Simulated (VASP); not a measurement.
Band structure of C (space group Fd-3m). Method: r2SCAN+rVV10, VASP's PBE PAW potentials (set 64) (plane waves; VASP).

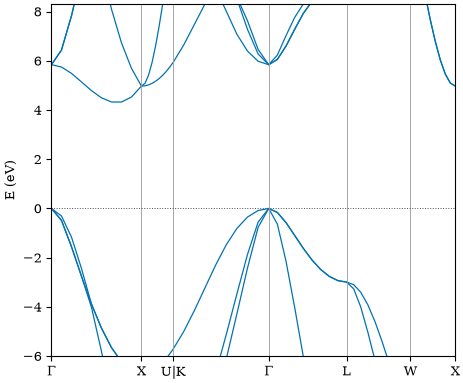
Figure: Bands along high-symmetry lines, zero at the valence-band maximum or, without a gap, the Fermi level

Task: Read the plot: is there a gap, and where are the band edges?

Result: The gap is indirect, 4.30 eV, from the valence maximum at Γ to the conduction minimum at (0.36, 0.36, 0.00).

The structure comes from a measured C entry (Fd-3m) of the Crystallography Open Database, whose conditions weren't checked. It was relaxed first.
